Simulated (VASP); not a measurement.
# Cobalt: structure and properties in VASP

What structure does Cobalt take at this level, and what are its properties? The steps: magnetic order: ferromagnetic, magnetic order: antiferromagnetic within the cell, magnetic order: antiferromagnetic, q = (0, 0, 1/2), magnetic order: antiferromagnetic, q = (1/2, 1/2, 1/2), magnetic order: antiferromagnetic, q = (1/2, 1/2, 0), the orders side by side, full relaxation (r2SCAN + rVV10), second relaxation, density, ELF and potential (r2SCAN + rVV10), band structure (r2SCAN + rVV10), total and projected DOS (r2SCAN + rVV10), vibrations at Γ (r2SCAN + rVV10) and optical spectrum (r2SCAN + rVV10). The start is a cell from a database of measured crystal structures.

Program: VASP 6.6.1. Level of theory: r2SCAN with rVV10, spin-polarised from a ferromagnetic start; plane waves and PAW (Co), in the first sound run; inputs show where later runs differ. Results are calculated unless marked as measured.

## (1) Set-up

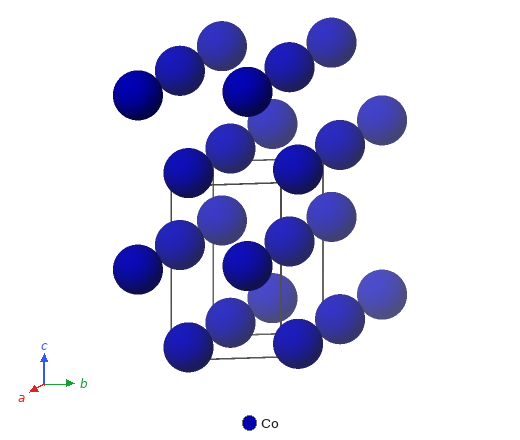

Start, viewed slightly off an axis; cobalt blue. 3×2×2 cells are drawn.

Coordinates:

```cif
data_structure
_symmetry_space_group_name_H-M 'P6_3/mmc'
_symmetry_Int_Tables_number 194
_cell_length_a 2.5074
_cell_length_b 2.5074
_cell_length_c 4.0699
_cell_angle_alpha 90.000
_cell_angle_beta 90.000
_cell_angle_gamma 120.000
_cell_volume 22.16
loop_
_atom_site_label
_atom_site_type_symbol
_atom_site_symmetry_multiplicity
_atom_site_Wyckoff_symbol
_atom_site_fract_x
_atom_site_fract_y
_atom_site_fract_z
_atom_site_occupancy
Co1 Co 2 c 0.33333 0.66667 0.25000 1
```

## (2) Magnetic order: ferromagnetic

The properties of a magnet depend on its order, so a few collinear patterns are compared first on the cell as listed, beginning with all moments parallel. r2SCAN adds the kinetic-energy density, costs more than a GGA and is run with LASPH. LUSE_VDW switches on a nonlocal correlation term for dispersion.

Contents of INCAR:

```
SYSTEM = Co
PREC = Accurate
ENCUT = 400
EDIFF = 1E-06
NELM = 100
ISMEAR = 1
SIGMA = 0.2
LREAL = .FALSE.
ALGO = Normal
METAGGA = R2SCAN
LUSE_VDW = .TRUE.
IVDW_NL = 2
BPARAM = 11.95
CPARAM = 0.0093
LASPH = .TRUE.
NBANDS = 19
ISPIN = 2
MAGMOM = 2 2
LMAXMIX = 4
LORBIT = 11
LWAVE = .FALSE.
LCHARG = .FALSE.
KPAR = 4
ISIF = 2
```

Contents of POSCAR:

```
Co
1.0
    2.5074000000      0.0000000000      0.0000000000
   -1.2537000000      2.1714720974      0.0000000000
    0.0000000000      0.0000000000      4.0699000000
Co
2
Direct
    0.3333333333      0.6666666667      0.2500000000
    0.6666666667      0.3333333333      0.7500000000
```

Contents of KPOINTS:

```
Automatic mesh
0
Gamma
10 10 6
0 0 0
```

Potentials, in the order of the species: Co (PBE family, release 64).

Command:

```bash
mpirun -np 4 vasp_std
```

The program printed:

```text
[banner, memory and clock lines left out]
running    4 mpi-ranks, on    1 nodes
 distrk:  each k-point on    1 cores,    4 groups
 distr:  one band on    1 cores,    1 groups

 POSCAR found type information on POSCAR Co
 POSCAR found :  1 types and       2 ions
|                                                                             |
|               ----> ADVICE to this user running VASP <----                  |
|                                                                             |
|     You have switched on vdW-DFT.                                           |
|     This routine was written and supplied by Jiri Klimes. We recommend      |
|     that you carefully read and cite the following publications:            |
|       J. Klimes, D.R. Bowler, A. Michelides                                 |
|          J. Phys.: Cond Matt. 22 022201 (2010)                              |
|       J. Klimes, D.R. Bowler, A. Michelides                                 |
|          Phys. Rev. B. 83, 195131 (2011)                                    |
|     and references therein.                                                 |
|                                                                             |

|                                                                             |
|               ----> ADVICE to this user running VASP <----                  |
|                                                                             |
|     You enforced a specific xc type in the INCAR file but a different       |
|     [... a line on the potential file left out ...]
|     I HOPE YOU KNOW WHAT YOU ARE DOING!                                     |
|                                                                             |

 LDA part: xc-table for (None), standard interpolation
 POSCAR, INCAR and KPOINTS ok, starting setup
 FFT: planning ... GRIDC
 FFT: planning ... GRID_SOFT
 FFT: planning ... GRID
 WAVECAR not read
 entering main loop
       N       E                     dE             d eps       ncg     rms          rms(c)
Total rVV10 correction in eV:      0.4525558    21.1181612
Total rVV10 correction in eV:      0.4525558    21.1181612
Total rVV10 correction in eV:      0.4525558    21.1181612
Total rVV10 correction in eV:      0.4525558    21.1181612
DAV:   1     0.608635552350E+02    0.60864E+02   -0.72823E+03  4448   0.111E+03
DAV:   2    -0.275597755224E+02   -0.88423E+02   -0.79876E+02  4301   0.207E+02
DAV:   3    -0.311500578667E+02   -0.35903E+01   -0.34797E+01  4777   0.525E+01
DAV:   4    -0.312112025442E+02   -0.61145E-01   -0.61111E-01  5690   0.568E+00
DAV:   5    -0.312123615902E+02   -0.11590E-02   -0.11590E-02  4994   0.674E-01    0.173E+01
Total rVV10 correction in eV:      0.3999705    21.1181612
Total rVV10 correction in eV:      0.3999705    21.1181612
Total rVV10 correction in eV:      0.3999705    21.1181612
Total rVV10 correction in eV:      0.3999705    21.1181612
DAV:   6    -0.267943064681E+02    0.44181E+01   -0.15806E+01  4821   0.823E+01    0.109E+01
Total rVV10 correction in eV:      0.4141967    21.1181612
Total rVV10 correction in eV:      0.4141967    21.1181612
Total rVV10 correction in eV:      0.4141967    21.1181612
Total rVV10 correction in eV:      0.4141967    21.1181612
DAV:   7    -0.259883815900E+02    0.80592E+00   -0.20039E+00  5407   0.279E+01    0.506E+00
Total rVV10 correction in eV:      0.4121733    21.1181612
Total rVV10 correction in eV:      0.4121733    21.1181612
Total rVV10 correction in eV:      0.4121733    21.1181612
Total rVV10 correction in eV:      0.4121733    21.1181612
DAV:   8    -0.260071324410E+02   -0.18751E-01   -0.92809E-02  5253   0.231E+00    0.188E+00
Total rVV10 correction in eV:      0.4084259    21.1181612
Total rVV10 correction in eV:      0.4084259    21.1181612
Total rVV10 correction in eV:      0.4084259    21.1181612
Total rVV10 correction in eV:      0.4084259    21.1181612
DAV:   9    -0.259917435127E+02    0.15389E-01   -0.16057E-02  5847   0.132E+00    0.672E-01
Total rVV10 correction in eV:      0.4061802    21.1181612
Total rVV10 correction in eV:      0.4061802    21.1181612
Total rVV10 correction in eV:      0.4061802    21.1181612
Total rVV10 correction in eV:      0.4061802    21.1181612
DAV:  10    -0.259888152541E+02    0.29283E-02   -0.46603E-03  6251   0.119E+00    0.145E-01
Total rVV10 correction in eV:      0.4061176    21.1181612
Total rVV10 correction in eV:      0.4061176    21.1181612
Total rVV10 correction in eV:      0.4061176    21.1181612
Total rVV10 correction in eV:      0.4061176    21.1181612
DAV:  11    -0.259889211484E+02   -0.10589E-03   -0.53528E-04  5700   0.292E-01    0.103E-01
Total rVV10 correction in eV:      0.4060960    21.1181612
Total rVV10 correction in eV:      0.4060960    21.1181612
Total rVV10 correction in eV:      0.4060960    21.1181612
Total rVV10 correction in eV:      0.4060960    21.1181612
DAV:  12    -0.259889695199E+02   -0.48372E-04   -0.33736E-05  5444   0.740E-02    0.651E-02
Total rVV10 correction in eV:      0.4061174    21.1181612
Total rVV10 correction in eV:      0.4061174    21.1181612
Total rVV10 correction in eV:      0.4061174    21.1181612
Total rVV10 correction in eV:      0.4061174    21.1181612
DAV:  13    -0.259889912162E+02   -0.21696E-04   -0.26332E-05  5393   0.621E-02    0.147E-02
Total rVV10 correction in eV:      0.4061175    21.1181612
Total rVV10 correction in eV:      0.4061175    21.1181612
Total rVV10 correction in eV:      0.4061175    21.1181612
Total rVV10 correction in eV:      0.4061175    21.1181612
DAV:  14    -0.259889952063E+02   -0.39901E-05   -0.33729E-06  4570   0.171E-02    0.686E-03
Total rVV10 correction in eV:      0.4061277    21.1181612
Total rVV10 correction in eV:      0.4061277    21.1181612
Total rVV10 correction in eV:      0.4061277    21.1181612
Total rVV10 correction in eV:      0.4061277    21.1181612
DAV:  15    -0.259889953422E+02   -0.13588E-06   -0.31148E-07  2540   0.673E-03
Total rVV10 correction in eV:      0.4061327    21.1181612
Total rVV10 correction in eV:      0.4061327    21.1181612
Total rVV10 correction in eV:      0.4061327    21.1181612
Total rVV10 correction in eV:      0.4061327    21.1181612
Total rVV10 correction in eV:      0.4061312    21.1181612
Total rVV10 correction in eV:      0.4061312    21.1181612
Total rVV10 correction in eV:      0.4061312    21.1181612
Total rVV10 correction in eV:      0.4061312    21.1181612
   1 F= -.25988995E+02 E0= -.25988147E+02  d E =-.254629E-02  mag=     3.4771
```

The job ended after 1.9 min (4 MPI ranks of AMD EPYC 7R43, shared host; peak memory 0.62 GiB; 7.5 min of CPU time).

Lines that name or quote the potential files are left out of all logs, and their timing lines are given in words.

From OUTCAR (step 2):

```text
ion  position               nearest neighbor table
   1  0.333  0.667  0.250-   2 2.50   2 2.50   2 2.50   2 2.50   2 2.50   2 2.50
   2  0.667  0.333  0.750-   1 2.50   1 2.50   1 2.50   1 2.50   1 2.50   1 2.50

  LATTYP: Found a hexagonal cell.
 ALAT       =     2.5074000000
 C/A-ratio  =     1.6231554598

 Subroutine GETGRP returns: Found 24 space group operations
 (whereof 12 operations were pure point group operations)

The static configuration has the point symmetry D_3d.
 The point group associated with its full space group is D_6h.

 Found     56 irreducible k-points:

   k-points           NKPTS =     56   k-points in BZ     NKDIM =     56   number of bands    NBANDS=     19

   dimension x,y,z NGX =    16 NGY =   16 NGZ =   28
   dimension x,y,z NGXF=    32 NGYF=   32 NGZF=   56

   ENCUT  =  400.0 eV  29.40 Ry    5.42 a.u.   4.09  4.09  6.64*2*pi/ulx,y,z

   NELECT =      18.0000    total number of electrons

 k-points in reciprocal lattice and weights: Automatic mesh
   0.00000000  0.00000000  0.00000000       0.002
   0.10000000  0.00000000  0.00000000       0.010
   0.20000000  0.00000000  0.00000000       0.010
   0.30000000  0.00000000  0.00000000       0.010
   0.40000000  0.00000000  0.00000000       0.010
   0.50000000  0.00000000  0.00000000       0.005
   0.10000000  0.10000000  0.00000000       0.010
   0.20000000  0.10000000  0.00000000       0.020
   0.30000000  0.10000000  0.00000000       0.020
[...]
0.40000000  0.20000000  0.50000000       0.010
   0.30000000  0.30000000  0.50000000       0.010

 average (electrostatic) potential at core
       1 -83.5077       2 -83.5077

 E-fermi :  10.0376

 spin component 1
 k-point     1 :       0.0000    0.0000    0.0000
  band No.  band energies     occupation
    ...
      8       7.3045      1.00000
      9       7.3047      1.00000
     10       8.3450      1.00000
     11       8.3451      1.00000
     12       9.7464      1.02956
     13      15.9510      0.00000
     14      32.5606      0.00000
     15      34.9229      0.00000
     16      34.9231      0.00000
     17      35.6596      0.00000
    ...

 k-point     2 :       0.1000    0.0000    0.0000
  band No.  band energies     occupation
    ...
      7       7.0978      1.00000
      8       7.1364      1.00000
      9       7.2115      1.00000
     10       7.6117      1.00000
     11       8.3828      1.00000
     12      10.9390     -0.00000
     13      16.0301      0.00000
     14      29.6475      0.00000
     15      32.2369      0.00000
     16      32.6458      0.00000
    ...

 k-point     3 :       0.2000    0.0000    0.0000
  band No.  band energies     occupation
    ...
      7       7.2289      1.00000
      8       7.2933      1.00000
      9       7.3090      1.00000
     10       7.5112      1.00000
     11       8.4541      1.00000
     12      12.9257     -0.00000
     13      16.3102      0.00000
     14      24.8498      0.00000
     15      29.4357      0.00000
     16      31.3581      0.00000
    ...

 k-point     4 :       0.3000    0.0000    0.0000
  band No.  band energies     occupation
    ...
      7       7.0036      1.00000
      8       7.8589      1.00000
      9       7.9720      1.00000
     10       8.0083      1.00000
     11       8.5101      1.00000
     12      15.2338      0.00000
     13      16.7502      0.00000
     14      20.5900      0.00000
     15      27.1780      0.00000
     16      28.2547      0.00000
    ...

 k-point     5 :       0.4000    0.0000    0.0000
  band No.  band energies     occupation
    ...
      7       7.0198      1.00000
      8       8.3351      1.00000
      9       8.4608      1.00000
     10       8.5397      1.00000
     11       9.2416      1.00000
     12      15.3014      0.00000
     13      17.7484      0.00000
     14      19.3500      0.00000
     15      24.7094      0.00000
     16      25.6672      0.00000
    ...

 k-point     6 :       0.5000    0.0000    0.0000
  band No.  band energies     occupation
    ...
      6       7.0130      1.00000
      7       7.1230      1.00000
      8       8.5152      1.00000
      9       8.5484      1.00000
     10       8.6552      1.00000
     11      10.8477     -0.00000
     12      12.9527     -0.00000
     13      19.5867      0.00000
     14      20.3226      0.00000
     15      22.5325      0.00000
    ...

  Total       -1.7393510     -1.7393510     -1.4538900      0.0000000     -0.0000000     -0.0000000
  in kB     -125.7581703   -125.7581703   -105.1188270      0.0000000     -0.0000000     -0.0000000
  external PRESSURE =    -118.8783892 kB  Pullay stress =       0.0000000 kB

  energy-cutoff  :      400.00
  volume of cell :       22.16
      direct lattice vectors                 reciprocal lattice vectors
     2.507400000  0.000000000  0.000000000     0.398819494  0.230258542  0.000000000
    -1.253700000  2.171472097  0.000000000     0.000000000  0.460517085  0.000000000
     0.000000000  0.000000000  4.069900000     0.000000000  0.000000000  0.245706283

 POSITION                                       TOTAL-FORCE (eV/Angst)
 -----------------------------------------------------------------------------------
     -0.00000      1.44765      1.01747        -0.000000      0.000000      0.000000
      1.25370      0.72382      3.05242         0.000000     -0.000000      0.000000
 -----------------------------------------------------------------------------------
    total drift:                                0.000000      0.000000     -0.000000

  FREE ENERGIE OF THE ION-ELECTRON SYSTEM (eV)
  ---------------------------------------------------
  free  energy   TOTEN  =       -25.9889953422 eV

  energy  without entropy=      -25.9864490520  energy(sigma->0) =      -25.98814658

 total charge
# of ion       s       p       d       tot
------------------------------------------
    1        0.501   0.543   7.207   8.250
    2        0.501   0.543   7.207   8.250
--------------------------------------------------
tot          1.002   1.085  14.413  16.500

 magnetization (x)
# of ion       s       p       d       tot
------------------------------------------
    1       -0.014  -0.088   1.914   1.813
    2       -0.014  -0.088   1.914   1.813
--------------------------------------------------
tot         -0.028  -0.175   3.829   3.625

[... 6 further parts left out ...]
```

The k-mesh is coarse for a metal. SCAN-type functionals tend to overstate the moments of itinerant magnets. The PAW data sets were made with PBE, which is usual practice but a small mismatch for other functionals. At this level the cell is under a tension of 11.9 GPa, so at these settings it is away from equilibrium.

This step gave:

| Item | Value |
| --- | --- |
| SCF cycles | 15 |
| electrons | 18 |
| bands | 19 |
| irreducible k-points | 56 |
| symmetry operations | 24 |
| free energy (TOTEN) | -25.99 eV |
| energy at zero smearing | -25.99 eV |
| Fermi energy | 10.04 eV |
| pressure | -11.89 GPa |
| moment of the cell, from the last line of the log | 3.477 μB |
| metallic | yes |

Spin moment in the PAW sphere by atom:

| atom | spin moment in the PAW sphere (μB) |
| --- | --- |
| Co1 | 1.81 |
| Co2 | 1.81 |

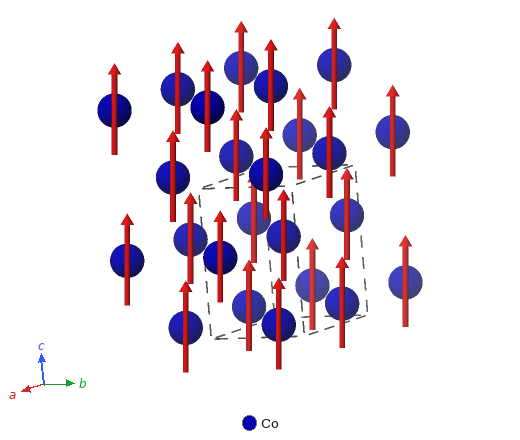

Spin moment in the PAW sphere as arrows, the longest 1.81 μB. Up and down stand for the sign. Arrows give size and sign along the axis of quantisation, drawn up and down the page. 3×2×2 cells are drawn.

The run ends ferromagnetic with a largest moment of 1.81 μB, and the mesh shows no gap.

[end of part 1 of 11]

[Lines on the potential files, build, host, timing and source positions are cut from VASP's logs without a mark.]

[Logs are printed without paths, hosts, clocks, repeated set-up lines and the standing remarks that a program may print on its own settings, such as how far it seeks lower states.]

[Hosts, paths, dates, database ids (printed as entryN), source tags and the programs' standing remarks are cut or masked in the printed files.]

[A measured line is paired with the nearest computed mode of its activity, which favours agreement.]

[In band tables of VASP the shares of atoms and orbitals are scaled to a sum of 1 inside the atoms' spheres.]
